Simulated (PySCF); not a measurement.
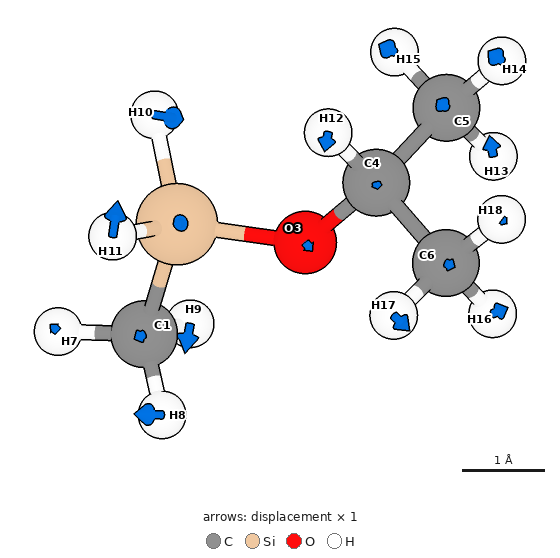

This is a relaxation of C4H12OSi. The starting structure is drawn; blue arrows show the displacements, at their true length. The two geometries are superimposed by the best rigid fit.

Style: ball-and-stick. Shown at a tilt.

The start comes from GFN2-xTB.

The calculation used PySCF 2.14.0, density-fitted response routines, PBE0-D3(BJ)/def2-SVP geometry optimisation, gas phase. 

Atoms of which element are displaced furthest, and by how much?

Hydrogen: up to 0.63 Å, against 0.24 Å for silicon.

What did the optimiser do to the structure, and how much energy did it gain?

An H atom moves most after the best rigid fit: 0.63 Å. Largest moves by element: H 0.63 Å, Si 0.24 Å, C 0.22 Å, O 0.15 Å. Some distances before and after: O–Si 1.616 → 1.667 Å, H–Si 1.471 → 1.500 Å, C–Si 1.887 → 1.863 Å, C–H 1.084 → 1.101 Å. Bond angles that change, for instance: Si–O–C 129.6° → 125.4°, C–Si–O 103.3° → 107.2°. The energy falls by 3.02 kcal/mol in 14 geometry steps. Largest force component: 1.5 eV/Å at the start, 0.0093 eV/Å at the end. The run took roughly 4 core-minutes on a shared host.
